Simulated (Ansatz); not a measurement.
**Bands, cutoff and cost in G0W0 for TiO2 (I4/m)**

How do accuracy and time trade against each other in G0W0 on TiO2 (I4/m)?

Program: Ansatz 0.2.0. Level of theory: G0W0 on LDA, plane waves, PAW; PAW set soft_1. Results are calculated unless marked as measured.

## Step 1: The structure

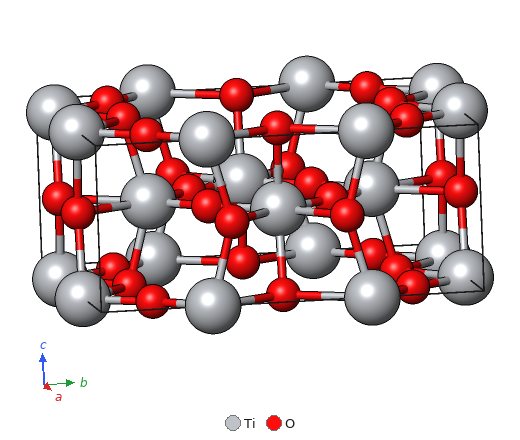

The starting structure, seen slightly off an axis (titanium light grey, oxygen red). This picture shows the conventional cell, with its axes. Some periodic images of atoms are drawn too.

Coordinates:

```cif
data_structure
_symmetry_space_group_name_H-M 'I4/m'
_symmetry_Int_Tables_number 87
_cell_length_a 8.7015
_cell_length_b 8.7015
_cell_length_c 3.7751
_cell_angle_alpha 90.000
_cell_angle_beta 90.000
_cell_angle_gamma 90.000
_cell_volume 285.84
loop_
_atom_site_label
_atom_site_type_symbol
_atom_site_symmetry_multiplicity
_atom_site_Wyckoff_symbol
_atom_site_fract_x
_atom_site_fract_y
_atom_site_fract_z
_atom_site_occupancy
Ti1 Ti 8 h 0.50286 0.20772 0.50000 1
O1 O 8 h 0.65078 0.00114 0.50000 1
O2 O 8 h 0.34040 0.33834 0.50000 1
```

The cell and positions are those that the Materials Project relaxed with its own functionals (PBE, PBE+U or r2SCAN), kept fixed. This is not the form that TiO2 usually takes at ambient conditions.

## Step 2: 128 empty bands, screening to 54 eV

Now the one-shot GW correction: screening in the RPA, then the self-energy of the levels asked for. This step takes PAW set soft_1 files.

Contents of input.yaml:

```yaml
crystal:
  lattice:
    - [-4.3507577183, 4.3507577183, 1.8875555959]
    - [4.3507577183, -4.3507577183, 1.8875555959]
    - [4.3507577183, 4.3507577183, -1.8875555959]
  atoms:
    - { symbol: Ti, position: [0.2922817, 0.00285525, 0.29513695] }
    - { symbol: Ti, position: [0.00285525, 0.7077183, 0.71057354] }
    - { symbol: Ti, position: [0.99714475, 0.2922817, 0.28942646] }
    - { symbol: Ti, position: [0.7077183, 0.99714475, 0.70486305] }
    - { symbol: O, position: [0.49886382, 0.15078472, 0.64964854] }
    - { symbol: O, position: [0.16166201, 0.8403974, 0.00205942] }
    - { symbol: O, position: [0.15078471, 0.50113618, 0.65192089] }
    - { symbol: O, position: [0.15960259, 0.16166201, 0.32126461] }
    - { symbol: O, position: [0.8403974, 0.83833799, 0.67873539] }
    - { symbol: O, position: [0.84921528, 0.49886382, 0.34807911] }
    - { symbol: O, position: [0.83833799, 0.15960259, 0.99794058] }
    - { symbol: O, position: [0.50113618, 0.84921529, 0.35035146] }
kpoints:
  mp_grid: { grid: [4, 4, 4] }
hamiltonian:
  xc: lda
  pseudopotentials: { kind: paw, azcp: { folder: soft_1 }, xc_functional: pbe }
scf:
  occupations: { method: fixed }
gw:
  n_empty_bands: 128
  ecut_chi: 54
  qp_bands: [v4, c4]
  qp_kpoints: band_edges
  screening: { model: contour_deformation }
```

The run is started by

```sh
> ansatz run input.yaml --threads 3 --pin off --max-ram 92160MiB --backend cuda --events-out ev --progress --plain --runs-dir out --devices 1 --max-vram 13GiB
```

Numbers of over 12 decimals in the logs are rounded to 6 here.

The program printed:

```text
GPUs: using 1 of 1 available (devices: 1).
Engine: ansatz 0.2.0, x86_64-unknown-linux-gnu
Pseudopotentials: kind: paw
Pseudopotential: Ti, paw, valence charge 12, recommended cutoff 420 eV (normal), soft_1/Ti.paw.azcp
Pseudopotential: O, paw, valence charge 6, recommended cutoff 420 eV (normal), soft_1/O.paw.azcp
Functional definition: SPW92
  exchange = slater_x
  correlation = pw_c
device memory: the entry about to start is reckoned to put 4.1 GiB on a device that reports 51.3 GiB free (of which the cap on the GPU budget leaves the run 13.0 GiB)
GPU FFT provider: cuFFT
GPU libraries: cuBLAS 13.8.2, cuFFT 12.4.0, cuSOLVER 12.3.4
Crystal: 12 atoms, lattice volume = 142.919 Å³
Basis set: ecut = 420 eV, 2795 PW (Γ)
Bands: 60, of which v1, the nominal top of the filled ones, is band 48 counted from 1 (47 counted from 0)
Symmetry: 8 space group operations
Space group: I4/m (ITA 87), of the structure as read, at distance tolerance 5.2e-5 Å
k-points: 14 of 64
Non-local potential: Ti, projectors of the file, l = 0: 3, l = 1: 2, l = 2: 3, l = 3: 1
Non-local potential: O, projectors of the file, l = 0: 2, l = 1: 2, l = 2: 1
PAW form: soft (Blöchl's): semilocal exchange-correlation on the pseudo side does not see the compensation charge
PAW frozen core: Ti, regenerated for the run's functional, and the local potential with it (the file was generated under x = pbe(κ = 0.804, μ = 0.219515), c = pbe(β = 0.066725))
PAW frozen core: O, regenerated for the run's functional, and the local potential with it (the file was generated under x = pbe(κ = 0.804, μ = 0.219515), c = pbe(β = 0.066725))
PAW one-centre angular grid: Ti, 590 points (default); XC on 64 Gauss nodes
PAW one-centre angular grid: O, 110 points (default); XC on 64 Gauss nodes
Initial density: superposition of atomic densities (chi_scale 0.1, normalization cell, long waves kept (reshape's long-wave potential 0.09 eV rms))
Initial wavefunctions: pseudopotential atomic-orbital guess
GPU buffer pool allocated for 91125 grid points (all kernels)
GPU transforms: local potential and band sums: pruned to the plane-wave sphere, on 45×45×45
Functional: x = slater, c = lda
SCF iter   1: F=—  HF=-14261.271789 eV  |F-HF|=—  |Δ(HF+E_count)|=         —  Δρ=5.03e-2  dr2=4.39e0  ethr=3.10e-3  ⟨swp⟩=3.2  Hψ=2533  notcnv=0  defer=114
preconditioner: auto → Resta (q_TF=auto, 2.553 Å⁻¹)  ε∞=7.6  [insulator: Δε(μ)=1.144 eV  Ē_g=9.644 eV  n_scr=44 (ndim 8)  ℏωp=24.8 eV  f_vac=0.049  ε∞_Penn≈7.6]
SCF iter   2: F=—  HF=-14260.657959 eV  |F-HF|=—  |Δ(HF+E_count)|=   6.14e-1  Δρ=2.97e-2  dr2=1.47e0  ethr=3.10e-3  ⟨swp⟩=2.7  Hψ=1386  notcnv=0  defer=117
SCF iter   3: F=—  HF=-14260.408634 eV  |F-HF|=—  |Δ(HF+E_count)|=   2.49e-1  Δρ=2.33e-2  dr2=9.65e-1  ethr=1.53e-3  ⟨swp⟩=2.0  Hψ=1222  notcnv=0  defer=100
SCF iter   4: F=—  HF=-14260.251636 eV  |F-HF|=—  |Δ(HF+E_count)|=   1.57e-1  Δρ=6.04e-3  dr2=8.17e-2  ethr=1.01e-3  ⟨swp⟩=2.2  Hψ=1137  notcnv=0  defer=134
SCF iter   5: F=—  HF=-14260.247741 eV  |F-HF|=—  |Δ(HF+E_count)|=   3.90e-3  Δρ=5.88e-3  dr2=5.91e-2  ethr=8.51e-5  ⟨swp⟩=2.0  Hψ=1228  notcnv=0  defer=127
SCF iter   6: F=—  HF=-14260.242239 eV  |F-HF|=—  |Δ(HF+E_count)|=   5.50e-3  Δρ=1.59e-3  dr2=6.04e-3  ethr=6.15e-5  ⟨swp⟩=2.0  Hψ=1130  notcnv=0  defer=136
SCF iter   7: F=—  HF=-14260.244179 eV  |F-HF|=—  |Δ(HF+E_count)|=   1.94e-3  Δρ=4.94e-4  dr2=4.54e-4  ethr=6.29e-6  ⟨swp⟩=2.0  Hψ=1101  notcnv=0  defer=136
SCF iter   8: F=—  HF=-14260.244525 eV  |F-HF|=—  |Δ(HF+E_count)|=   3.46e-4  Δρ=2.22e-4  dr2=8.83e-5  ethr=4.73e-7  ⟨swp⟩=2.0  Hψ=1150  notcnv=0  defer=81
SCF iter   9: F=—  HF=-14260.244539 eV  |F-HF|=—  |Δ(HF+E_count)|=   1.34e-5  Δρ=3.81e-5  dr2=2.10e-6  ethr=9.20e-8  ⟨swp⟩=2.0  Hψ=1159  notcnv=0  defer=78
SCF iter  10: F=—  HF=-14260.244539 eV  |F-HF|=—  |Δ(HF+E_count)|=   3.37e-7  Δρ=1.20e-5  dr2=1.92e-7  ethr=2.19e-9  ⟨swp⟩=2.0  Hψ=1378  notcnv=0  defer=78
SCF iter  11: F=-14260.244539 eV  HF=-14260.244539 eV  |F-HF|=8.04e-10  |Δ(HF+E_count)|=   3.36e-8  Δρ=3.49e-6  dr2=1.62e-8  ethr=1.04e-10  ⟨swp⟩=9.7  Hψ=2664  notcnv=0
SCF 1 converged in 11 iterations: F = -14260.244539 eV  dr2 = 1.62e-8
  greatest PAW one-centre occupation: 0.998 electrons in one spin orbital (limit 2), on the Ti atom at site 2 (counted from 0), in its partial waves of l = 0
device memory: the entry about to start is reckoned to put 5.1 GiB (of the 5.2 GiB reckoned in all, the device holds 0.1 GiB already) on a device that reports 45.0 GiB free (of which the cap on the GPU budget leaves the run 13.0 GiB)
NSCF: frozen V_eff on 14 k-points
the band table was solved once the SCF had ended and its energy, with any forces and stress, was formed, with the checks that follow a solve (3095 applications of the Hamiltonian). They found nothing against the state; the energy, forces and stress were not computed again (output.eigenvalues in the input reference)
device memory: the entry about to start is reckoned to put 4.0 GiB on a device that reports 45.1 GiB free (of which the cap on the GPU budget leaves the run 13.0 GiB)
NSCF: frozen V_eff on 14 k-points
G₀W₀ screening: q 1/14
[... further progress lines ...]
[...]
`?` marks the rows in doubt; gw_qp.tsv's column doubts and the gw_qp event give each row's grounds
    ik  band        ε_KS         Σx   Σc(E_QP)       V_xc       Z   E_QP_lin       E_QP  E_QP is
     0    45      5.4350   -25.7513     4.8769   -21.0295  0.7259     5.5897     5.5902  root
     0    46      5.4350   -25.7513     4.8769   -21.0295  0.7259     5.5897     5.5902  root
     0    47      5.4396   -25.6655     4.8330   -20.9715  0.7306     5.5782     5.5786  root
     0    48      5.6661   -25.1664     4.8758   -20.3567  0.7178     5.7320     5.7321  root
     0    49      7.8988   -12.6245    -5.8649   -20.5081  0.7483    10.0049     9.9175  root
     0    50      9.3432   -14.1253    -6.1731   -22.3172  0.7238    11.4776    11.3620  root ?
     0    51      9.3432   -14.1253    -6.1731   -22.3172  0.7238    11.4776    11.3620  root ?
     0    52      9.4066   -14.1387    -6.6193   -22.8960  0.7203    11.6876    11.5446  root ?
     1    45      5.2082   -26.5046     4.8972   -21.8016  0.7324     5.4018     5.4024  root
     1    46      5.3909   -25.4531     4.7532   -20.8570  0.7269     5.5475     5.5480  root
     1    47      5.4611   -25.7189     4.8313   -21.0519  0.7265     5.6250     5.6255  root
     1    48      5.7369   -25.3430     4.8462   -20.5872  0.7187     5.8271     5.8273  root
     1    49      8.1397   -12.8597    -5.9032   -20.7832  0.7443    10.2506    10.1600  root
     1    50      9.1749   -13.7902    -6.3915   -22.2983  0.7274    11.4195    11.2915  root ?
     1    51      9.1974   -13.9207    -6.2276   -22.1847  0.7255    11.3502    11.2339  root ?
     1    52      9.4540   -13.9516    -6.4905   -22.5016  0.7199    11.6422    11.5135  root ?
     2    45      5.1951   -26.4598     4.8261   -21.8532  0.7320     5.4138     5.4146  root
     2    46      5.4128   -25.1362     4.6482   -20.6460  0.7221     5.5702     5.5707  root
     2    47      5.4469   -25.8290     4.8685   -21.1280  0.7261     5.6138     5.6144  root
     2    48      5.6951   -25.1584     4.7680   -20.4952  0.7166     5.7997     5.7999  root
     2    49      8.5795   -13.3112    -5.7711   -21.0538  0.7388    10.6412    10.5510  root
     2    50      8.8380   -13.4476    -6.4799   -22.0334  0.7290    11.0684    10.9438  root ?
     2    51      9.0492   -13.5090    -6.3512   -21.9668  0.7302    11.2782    11.1556  root ?
     2    52      9.6062   -13.6715    -6.9992   -22.7899  0.7138    11.8768    11.7254  root ?
     3    45      5.1403   -24.8506     4.6446   -20.3194  0.7161     5.2535     5.2537  root
     3    46      5.7262   -25.7888     4.8615   -21.0736  0.7291     5.8721     5.8725  root
     3    47      5.7483   -25.2739     4.7459   -20.6425  0.7205     5.8625     5.8628  root
     3    48      5.8023   -25.7669     4.8891   -21.0043  0.7263     5.9285     5.9287  root
     3    49      9.0372   -14.1410    -5.9116   -22.0669  0.7289    11.1585    11.0515  root ?
     3    50      9.2494   -13.9473    -6.3288   -22.3717  0.7265    11.4698    11.3450  root ?
     3    51      9.3400   -14.0502    -6.3505   -22.4738  0.7246    11.5360    11.4131  root ?
     3    52      9.3712   -14.0070    -6.4065   -22.4859  0.7239    11.5679    11.4436  root ?
     4    45      5.3807   -25.3449     4.8328   -20.6350  0.7213     5.5034     5.5037  root
     4    46      5.7324   -25.7968     4.8710   -21.0664  0.7282     5.8726     5.8730  root
     4    47      5.7859   -25.4037     4.7552   -20.7792  0.7208     5.9162     5.9165  root
     4    48      5.9105   -25.5544     4.7741   -20.9216  0.7253     6.0514     6.0518  root
     4    49      8.9834   -13.6120    -6.2976   -22.0102  0.7307    11.2035    11.0838  root ?
     4    50      9.1386   -13.8835    -6.2171   -22.1673  0.7286    11.3224    11.2052  root ?
     4    51      9.3293   -13.8367    -6.4639   -22.3751  0.7235    11.5293    11.4038  root ?
     4    52      9.4637   -13.8766    -6.6505   -22.6294  0.7205    11.7011    11.5660  root ?
     5    45      5.3746   -25.3390     4.8313   -20.6300  0.7213     5.4965     5.4968  root
[...]
5    49      8.9877   -13.6027    -6.3135   -22.0189  0.7306    11.2107    11.0903  root ?
     5    50      9.1321   -13.8864    -6.2019   -22.1518  0.7287    11.3120    11.1956  root ?
     5    51      9.3309   -13.8405    -6.4635   -22.3794  0.7236    11.5319    11.4064  root ?
     5    52      9.4627   -13.8741    -6.6487   -22.6258  0.7207    11.7007    11.5656  root ?
[...]
6    49      9.1453   -13.8569    -6.2383   -22.1827  0.7282    11.3532    11.2328  root ?
     6    50      9.5112   -14.3158    -6.3908   -22.7870  0.7197    11.7202    11.5916  root ?
     6    51      9.5779   -14.0891    -6.5379   -22.7109  0.7181    11.7959    11.6618  root ?
[...]
12    45      5.1766   -26.4371     4.7793   -21.8954  0.7321     5.4132     5.4141  root
    12    46      5.2126   -25.1788     4.9636   -20.2994  0.7190     5.2967     5.2969  root
    12    47      5.3538   -25.5352     4.9593   -20.6840  0.7235     5.4616     5.4619  root
    12    48      6.1241   -25.5070     4.6758   -20.9807  0.7230     6.2731     6.2735  root
    12    49      8.8050   -13.3508    -6.0420   -21.4056  0.7336    10.9202    10.8178  root ?
    12    50      8.9604   -13.3807    -6.6085   -22.1033  0.7266    11.2048    11.0745  root ?
    12    51      9.1058   -13.6010    -6.1062   -21.7607  0.7324    11.2710    11.1593  root ?
    12    52      9.5576   -13.6540    -7.0329   -22.8179  0.7139    11.8429    11.6886  root ?
    13    45      5.1375   -26.5439     4.6595   -22.1912  0.7345     5.4428     5.4443  root
    13    46      5.2127   -25.2073     5.0489   -20.2174  0.7200     5.2717     5.2718  root
    13    47      5.2127   -25.2073     5.0489   -20.2174  0.7200     5.2717     5.2718  root
    13    48      6.3729   -25.8163     4.7185   -21.2578  0.7250     6.5324     6.5328  root
    13    49      9.1695   -13.2723    -6.7029   -22.0760  0.7237    11.4029    11.2703  root ?
    13    50      9.1695   -13.2723    -6.7029   -22.0760  0.7237    11.4029    11.2703  root ?
    13    51      9.2207   -13.7300    -5.9247   -21.6540  0.7320    11.3250    11.2200  root ?
    13    52      9.4164   -13.6432    -7.1358   -22.9470  0.7142    11.7483    11.5845  root ?
[key lines of the parts left out:]
SCF converged after 11 iterations
Free energy (F): -14260.244539 eV
Fermi energy:    6.372895 eV
```

The job ended after 29 s (1 × NVIDIA H100 80GB HBM3 (shared by 6 runs) with 3 threads of AMD EPYC 7R13 (Zen 3), shared host; peak memory 1.2 GiB; 35 s of CPU time).

This step gave:

```yaml
bands_summed: 176
rpa_eps_infinity_on_this_mesh_eigenvalues: 6.270, 6.270, 6.310
plane_waves_in_the_screening_matrix: 127
q_points_in_the_mesh: 64
g0w0_gap_on_the_mesh: 3.385 eV
k_of_the_valence_top: -0.5, -0.5, -0.5
k_of_the_conduction_bottom: 0, 0, 0
starting_gap_on_the_mesh: 1.526 eV
z_at_the_valence_top: 0.7250
z_at_the_conduction_bottom: 0.7483
least_direct_g0w0_gap_on_the_computed_points: 4.185 eV
```

The gap on the mesh goes from 1.53 eV to 3.38 eV, a correction of +1.86 eV. Between the two edge states, bare exchange in place of the xc potential would open the gap by 12.44 eV, and correlation takes back 10.58 eV.

## Step 3: 364 empty bands, screening to 108 eV

Bands and screening cutoff are moved together, since each hides the error of the other.

Edit input.yaml of step 2 so:

```diff
@@ -26,4 +26,4 @@
 gw:
-  n_empty_bands: 128
-  ecut_chi: 54
+  n_empty_bands: 364
+  ecut_chi: 108
   qp_bands: [v4, c4]
```

The program printed:

```text
GPUs: using 1 of 1 available (devices: 1).
[...]
GPU FFT provider: cuFFT
GPU libraries: cuBLAS 13.8.2, cuFFT 12.4.0, cuSOLVER 12.3.4
Crystal: 12 atoms, lattice volume = 142.919 Å³
Basis set: ecut = 420 eV, 2795 PW (Γ)
Bands: 60, of which v1, the nominal top of the filled ones, is band 48 counted from 1 (47 counted from 0)
Symmetry: 8 space group operations
[...]
k-points: 14 of 64
[...]
GPU buffer pool allocated for 91125 grid points (all kernels)
[...]
SCF iter   1: F=—  HF=-14261.271789 eV  |F-HF|=—  |Δ(HF+E_count)|=         —  Δρ=5.03e-2  dr2=4.39e0  ethr=3.10e-3  ⟨swp⟩=3.2  Hψ=2533  notcnv=0  defer=114
[...]
SCF iter  11: F=-14260.244539 eV  HF=-14260.244539 eV  |F-HF|=8.04e-10  |Δ(HF+E_count)|=   3.36e-8  Δρ=3.49e-6  dr2=1.62e-8  ethr=1.04e-10  ⟨swp⟩=9.7  Hψ=2664  notcnv=0
SCF 1 converged in 11 iterations: F = -14260.244539 eV  dr2 = 1.62e-8
[...]
NSCF: frozen V_eff on 14 k-points
[...]
G₀W₀ screening: q 1/14
[... further progress lines ...]
[...]
SCF converged after 11 iterations
Free energy (F): -14260.244539 eV
[...]
Internal energy: -14260.244539 eV  (E = F + TS)
E sigma→0 (E₀):  -14260.244539 eV
Fermi energy:    6.372895 eV
[...]
--- Band table (eV; the first three rows and the last of 14) ---
  k-point 0: bands = [... 44 lower, 5.4350, 5.4350, 5.4396, 5.6661, 7.8988, 9.3432, 9.3432, 9.4066, ... 8 higher]
  k-point 1: bands = [... 44 lower, 5.2082, 5.3909, 5.4611, 5.7369, 8.1397, 9.1749, 9.1974, 9.4540, ... 8 higher]
  k-point 2: bands = [... 44 lower, 5.1951, 5.4128, 5.4469, 5.6951, 8.5795, 8.8380, 9.0492, 9.6062, ... 8 higher]
  k-point 13: bands = [... 44 lower, 5.1375, 5.2127, 5.2127, 6.3729, 9.1695, 9.1695, 9.2207, 9.4164, ... 8 higher]
[...]
0    45      5.4350   -25.7513     4.6232   -21.0295  0.7182     5.3363     5.3365  root
     0    46      5.4350   -25.7513     4.6232   -21.0295  0.7182     5.3363     5.3365  root
     0    47      5.4396   -25.6655     4.5750   -20.9715  0.7230     5.3203     5.3206  root
     0    48      5.6661   -25.1664     4.6534   -20.3567  0.7099     5.5092     5.5097  root
     0    49      7.8988   -12.6245    -6.2812   -20.5081  0.7430     9.5496     9.5011  root
     0    50      9.3432   -14.1253    -6.5913   -22.3172  0.7174    11.0086    10.9438  root
     0    51      9.3432   -14.1253    -6.5913   -22.3172  0.7174    11.0086    10.9438  root
     0    52      9.4066   -14.1387    -7.0595   -22.8960  0.7139    11.1810    11.1045  root
[...]
13    49      9.1695   -13.2723    -7.1320   -22.0760  0.7176    10.9143    10.8412  root
    13    50      9.1695   -13.2723    -7.1320   -22.0760  0.7176    10.9143    10.8412  root
    13    51      9.2207   -13.7300    -6.3375   -21.6540  0.7259    10.8662    10.8072  root
    13    52      9.4164   -13.6432    -7.5770   -22.9470  0.7081    11.2301    11.1433  root
```

Wall time 45 s (1 × NVIDIA H100 80GB HBM3 (shared by 6 runs) with 3 threads); peak memory 1.7 GiB; 69 s of CPU time.

Numbers from this step:

- bands summed: 412
- RPA ε∞ on this mesh (eigenvalues): 6.157, 6.157, 6.243
- plane waves in the screening matrix: 371
- q-points in the mesh: 64
- G0W0 gap on the mesh: 3.214 eV
- k of the valence top: -0.5, -0.5, -0.5
- k of the conduction bottom: 0, 0, 0
- starting gap on the mesh: 1.526 eV
- Z at the valence top: 0.7162
- Z at the conduction bottom: 0.7430
- least direct G0W0 gap on the computed points: 3.991 eV

Against the run with 4×4×4 mesh, 128 empty bands, screening to 54 eV, PAW set soft_1 files, the gap moves by −0.17 eV.

## Step 4: 783 empty bands, screening to 180 eV

Edit input.yaml of step 3 so:

```diff
@@ -26,4 +26,4 @@
 gw:
-  n_empty_bands: 364
-  ecut_chi: 108
+  n_empty_bands: 783
+  ecut_chi: 180.0
   qp_bands: [v4, c4]
```

The program printed:

```text
GPUs: using 1 of 1 available (devices: 1).
[...]
GPU FFT provider: cuFFT
GPU libraries: cuBLAS 13.8.2, cuFFT 12.4.0, cuSOLVER 12.3.4
Crystal: 12 atoms, lattice volume = 142.919 Å³
Basis set: ecut = 420 eV, 2795 PW (Γ)
Bands: 60, of which v1, the nominal top of the filled ones, is band 48 counted from 1 (47 counted from 0)
Symmetry: 8 space group operations
[...]
k-points: 14 of 64
[...]
0    52      9.4066   -14.1387    -7.2790   -22.8960  0.7102    10.9411    10.8850  root
[...]
13    49      9.1695   -13.2723    -7.3398   -22.0760  0.7141    10.6879    10.6334  root
    13    50      9.1695   -13.2723    -7.3398   -22.0760  0.7141    10.6879    10.6334  root
    13    51      9.2207   -13.7300    -6.5507   -21.6540  0.7224    10.6368    10.5939  root
    13    52      9.4164   -13.6432    -7.7903   -22.9470  0.7044    10.9947    10.9299  root
[key lines of the parts left out:]
SCF converged after 11 iterations
Free energy (F): -14260.244539 eV
Fermi energy:    6.372895 eV
```

It took 1.9 min on 1 × NVIDIA H100 80GB HBM3 (shared by 6 runs) with 3 threads; peak memory 3.1 GiB; 3 min of CPU time.

Numbers from this step:

```yaml
bands_summed: 831
rpa_eps_infinity_on_this_mesh_eigenvalues: 6.123, 6.123, 6.186
plane_waves_in_the_screening_matrix: 797
g0w0_gap_on_the_mesh: 3.260 eV
k_of_the_valence_top: -0.5, -0.5, -0.5
k_of_the_conduction_bottom: 0, 0, 0
starting_gap_on_the_mesh: 1.526 eV
least_direct_g0w0_gap_on_the_computed_points: 4.017 eV
```

Against the run with 4×4×4 mesh, 364 empty bands, screening to 108 eV, PAW set soft_1 files, the gap moves by +0.05 eV.

[end of part 1 of 2]

[Paths, hosts, dates, memory and timing lines, banners, echoed tables and standing remarks are left out of the program output.]

[Logs are printed without paths, hosts, clocks, repeated set-up lines and the standing remarks that a program may print on its own settings, such as how far it seeks lower states.]

[Runs of the session that timed out or met a known fault of the program may be left out.]

[Cells called generated may have been cut or substituted from an entry of the Crystallography Open Database or the Materials Project.]

[Hosts, paths, dates, database ids (printed as entryN), source tags and the programs' standing remarks are cut or masked in the printed files.]
